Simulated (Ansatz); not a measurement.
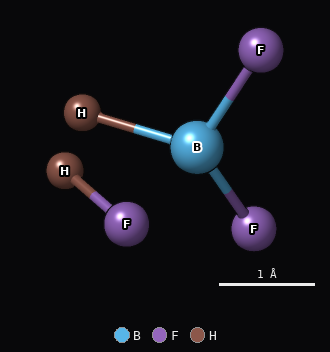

Figure 1. The structure (ball-and-stick view, seen at a tilt). Bond lengths as drawn: B–F 1.33 Å, B–H 1.34 Å and F–H 1.15 Å.

# Run report: BH$_{2}$F$_{3}$, frequency calculation

System: BH$_{2}$F$_{3}$.
Method: RKS PBE0-D4/def2-SVPD (Ansatz 0.2.0).

It belongs to a series of runs on one base structure; here: vibrations at the highest image of the band.

Input:
```yaml
crystal:
  periodic: [false, false, false]
  atoms:
    - { symbol: B, position_ang: [0.01389, -0.27724, 2.0e-05] }
    - { symbol: F, position_ang: [0.016993, 0.132093, 1.562323] }
    - { symbol: F, position_ang: [1.1563, 0.099875, -0.55949] }
    - { symbol: F, position_ang: [-1.147532, 0.061312, -0.544818] }
    - { symbol: H, position_ang: [0.03779, -1.558808, 0.382111] }
    - { symbol: H, position_ang: [0.033961, -0.983132, 1.294057] }
basis:
  gaussian: { orbitals: def2-SVPD }
hamiltonian:
  xc: pbe0
  dispersion: d4
phonons: {}
```

Launched with:
```bash
ansatz run input.yaml --threads 2 --pin off --max-ram 3072MiB --backend cpu --events-out ev --progress --plain --runs-dir out
```

What the program printed:
```
Engine: ansatz 0.2.0, aarch64-unknown-linux-gnu
Functional definition: PBE0
  parameter a = 0.25
  parameter kappa = 0.804
  parameter beta = 0.06672455060314922
  exchange = (1 - a)*pbe_x(kappa = kappa, mu = beta*pi^2/3) + a*exact_x
  correlation = pbe_c(beta = beta)
842 factors; their error is unknown
mean field evaluation 1: about -8844.1360 eV, gradient 4.1e1 eV
mean field evaluation 2: about -8841.6662 eV, gradient 5.9e1 eV
mean field evaluation 4: about -8846.5897 eV, gradient 1.6e0 eV
mean field evaluation 8: about -8846.6407 eV, gradient 2.0e-2 eV
mean field -8846.64073462 eV, -325.1080505288 hartree, gradient 2.6e-5 eV, S^2 0.000000; 0 other end points of the search recorded, 0 dependent functions left out
the calculation of the forces begins
reference -8846.64076753 eV, -325.1080517381 hartree; 17, 17 occupied and 88, 88 virtual orbitals, 842 factors
these checks for a lower state are left out or cut short: stability, starts, cluster_reference, orbital_swaps, neighbouring_geometries, increment
842 factors; their error is unknown
mean field evaluation 16: about -8846.5936 eV, gradient 1.9e-4 eV
mean field -8846.64054987 eV, -325.1080437394 hartree, gradient 2.1e-6 eV, S^2 0.000000; 0 other end points of the search recorded, 0 dependent functions left out
[... from here on the field's lines of each further geometry are left out, up to the last ...]
the calculation of the forces begins
reference -8846.64075527 eV, -325.1080512875 hartree; 17, 17 occupied and 88, 88 virtual orbitals, 842 factors
these checks for a lower state are left out or cut short: stability, starts, cluster_reference, orbital_swaps, neighbouring_geometries, increment
842 factors; their error is unknown
mean field -8846.64071896 eV, -325.1080499534 hartree, gradient 2.1e-6 eV, S^2 0.000000; 0 other end points of the search recorded, 0 dependent functions left out
the calculation of the forces begins
reference -8846.64075186 eV, -325.1080511625 hartree; 17, 17 occupied and 88, 88 virtual orbitals, 842 factors
WARN: phonons: modes at or below zero, which the zero-point energy, F, S and C_V leave out: 1, the lowest at -1220.97 cm⁻¹. A minimum has none, and a first-order saddle one
Total energy: -8846.68896682 eV, -325.1098230295 hartree
Atom 0 at     0.013890    -0.277240     0.000020 Å, force     0.000050    -0.000098    -0.000117 eV/Å
Atom 1 at     0.016993     0.132093     1.562323 Å, force    -0.000012     0.000040     0.000113 eV/Å
Atom 2 at     1.156300     0.099875    -0.559490 Å, force     0.000041     0.000011    -0.000049 eV/Å
Atom 3 at    -1.147532     0.061312    -0.544818 Å, force    -0.000030    -0.000039    -0.000004 eV/Å
Atom 4 at     0.037790    -1.558808     0.382111 Å, force    -0.000043     0.000176    -0.000074 eV/Å
Atom 5 at     0.033961    -0.983132     1.294057 Å, force    -0.000006    -0.000089     0.000130 eV/Å
Dipole moment:     0.007880    -0.386784     0.220710 e Å
Vibrations: -1220.97 322.61 390.72 537.40 714.32 930.51 1085.66 1143.33 1406.05 1415.52 1972.49 2224.32 cm⁻¹, zero-point energy 0.752765 eV
```

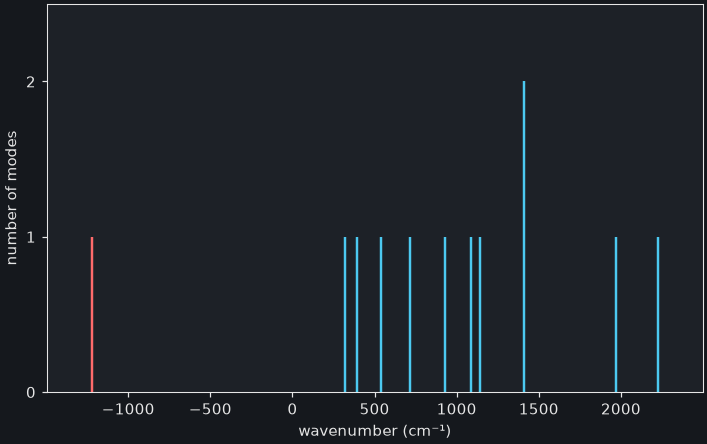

Figure 2. Harmonic vibrational wavenumbers from the force constants; neighbouring modes closer than 16 cm⁻¹ are counted in one stick, and imaginary ones are drawn at negative wavenumbers. 12 modes from 1221i to 2224 cm⁻¹, 1 imaginary beyond 8i (1221i cm⁻¹): a first-order saddle point, if the geometry is stationary.

Key numbers:

- outcome: converged
- total energy: −8846.6890 eV
- mean-field energy: −8846.6408 eV
- largest force (length of the vector): under 0.001 eV/Å
- hardware: 2 threads of Arm Neoverse V1, 24 GiB of memory available, shared host
- wall time: 35 s (CPU time 67 s)
- peak memory: 0.17 GiB
